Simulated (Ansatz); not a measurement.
# C2H4FN: rigid scan of one bond length, by script

How does the energy of C2H4FN change as one bond is stretched? Wanted for C2H4FN: a rigid scan of one bond length. SMILES: NC=CF.

Computed with Ansatz 0.2.0, driven from Python. Level of theory: PBE/cc-pVDZ.

**1. Starting point**

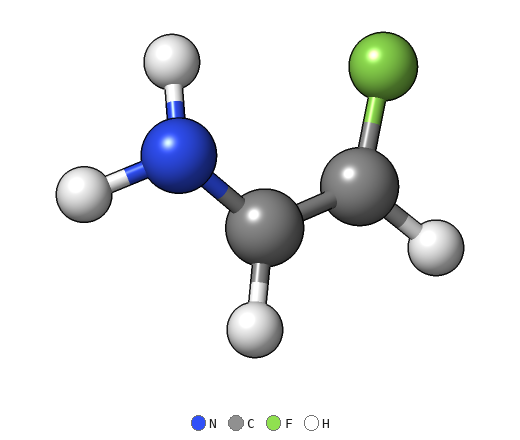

The structure that the script starts from, seen from a chosen angle (nitrogen blue, carbon grey, fluorine green, hydrogen white).

The script reads c2h4fn.xyz:

```xyz
8

N    -0.21450    1.13400   -0.37290
C     0.21780    0.16370    0.40380
C     0.29990   -1.11800    0.06100
F     0.01680   -1.56990   -1.13210
H    -0.76070    0.82650   -1.22180
H    -0.79460    1.89610    0.12440
H     0.56740    0.50600    1.39250
H     0.76000   -1.89550    0.68930
```

**2. The script**

scan_c2h4fn.py

```python
# -*- coding: utf-8 -*-
"""Potential curve of C2H4FN along one bond."""

import logging
import sys

import ansatz as az
import matplotlib.pyplot as plt
import numpy as np

logging.basicConfig(stream=sys.stdout, format="%(levelname)s %(message)s")
log = logging.getLogger("ansatz_job")
log.setLevel(logging.INFO)

SETTINGS = {
    "basis_set": "cc-pVDZ",
    "xc": "PBE",
}

molecule = az.Crystal.molecule_from_extxyz("c2h4fn.xyz")

symbols = [site.symbol for site in molecule.cartesian_sites]
start = np.array([site.position_ang for site in molecule.cartesian_sites])
axis = (start[3] - start[2]) / np.linalg.norm(start[3] - start[2])
moving = [3]
lengths, energies = [1.11, 1.2, 1.31, 1.44, 1.63, 1.96, 2.35, 2.88], []
for length in lengths:
    xyz = start.copy()
    xyz[moving] += (length - np.linalg.norm(start[3] - start[2])) * axis
    point = az.Crystal.molecule()
    for symbol, place in zip(symbols, xyz):
        point = point.atom(symbol, place.tolist())
    job = (
        point.calculation()
        .basis(gaussian=SETTINGS["basis_set"])
        .functional(SETTINGS["xc"])
        .spin("collinear")
    )
    report = job.run(threads=1).report
    energies.append(report["free_energy_ev"])
    log.info(f"r = {length:6.3f} A  E = {energies[-1]:.5f} eV  <S^2> = {abs(report['mean_field']['state']['spin_squared']):.3f}")

print("energy above the lowest point (eV):", [round(e - min(energies), 3) for e in energies])
plt.figure(figsize=(4.5, 3))
plt.plot(lengths, np.array(energies) - min(energies), "o-")
plt.xlabel("bond length (A)")
plt.ylabel("E - E(min) (eV)")
plt.tight_layout()
plt.savefig("scan.png", dpi=100)
```

**3. Running it**

Run with:

```
$ python scan_c2h4fn.py
```

Standard output:

```text
INFO r =  1.110 A  E = -6335.74419 eV  <S^2> = 0.000
INFO r =  1.200 A  E = -6337.18911 eV  <S^2> = 0.000
INFO r =  1.310 A  E = -6337.88112 eV  <S^2> = 0.000
INFO r =  1.440 A  E = -6337.88728 eV  <S^2> = 0.000
INFO r =  1.630 A  E = -6337.22469 eV  <S^2> = 0.000
INFO r =  1.960 A  E = -6335.67480 eV  <S^2> = 0.000
INFO r =  2.350 A  E = -6334.15289 eV  <S^2> = 0.032
INFO r =  2.880 A  E = -6333.13832 eV  <S^2> = 0.709
energy above the lowest point (eV): [2.143, 0.698, 0.006, 0.0, 0.663, 2.212, 3.734, 4.749]
```

Wall time 38 s (1 thread of Arm Neoverse V2, shared host); peak memory 0.28 GiB.

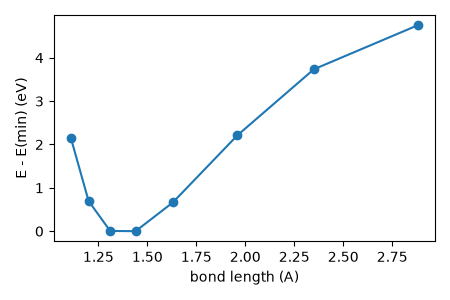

The script's own figure, scan.png.

Lines on the test bed's own set-up are left out of the output.

A comment line of the script is reworded here; the code is as run.

**4. What each run gave**

The 8 runs, in the order started:

```
run  distance (Å)  energy from run 4 (eV)  <S²>  SCF cycles  CPU time (s)
  1          1.11                  2.1431  0.00          16             2
  2          1.20                  0.6982  0.00          17           2.1
  3          1.31                  0.0062  0.00          16           1.9
  4          1.44                  0.0000  0.00          18           2.1
  5          1.63                  0.6626  0.00          16           1.9
  6          1.96                  2.2125  0.00          20           2.2
  7          2.35                  3.7344  0.03          99            11
  8          2.88                  4.7490  0.71         125            14
```

**5. Outcome**

| quantity | value |
| --- | --- |
| runs compared | 8 |
| range of energy | 4.749 eV |
| lowest point, distance (Å) | 1.44 |

The curve has its lowest point inside the range, at 1.44. The ends stand 2.14 and 4.75 eV above it. The distance scanned is the script's pair 2, 3. <S²> moves from 0.00 to 0.71: along the scan the mean field breaks spin symmetry. The dearest, run 8 (distance 2.88), took some 7.3 times as long as run 3 (distance 1.31). Notes:
- The rest of the molecule is held rigid at a force-field or estimated start geometry, and the basis set is modest; single-reference methods fail as a bond breaks.
